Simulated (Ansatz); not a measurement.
Take CdSe in the wurtzite structure (space group P6_3mc, No. 186; a = 4.2475 Å, c = 6.9410 Å) as the base.

Now apply this change: an isotropic linear strain of +2.40 %; the atoms relax in the strained cell.

Computed with LDA (Ansatz, a program for electronic structure), no spin-orbit coupling.

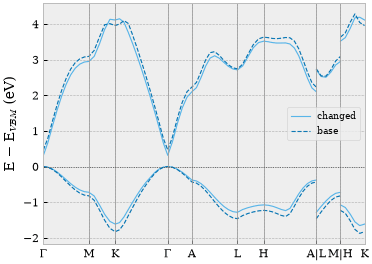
Figure: Highest valence and lowest conduction band along the path, each from its own valence-band maximum

Question: From the figure, how large is the changed gap, and is it direct?

Answer: About 0.3 eV, direct at Γ.

Semilocal Kohn–Sham gaps tend to fall short of experiment. Whether these cells are dynamically stable was not tested.
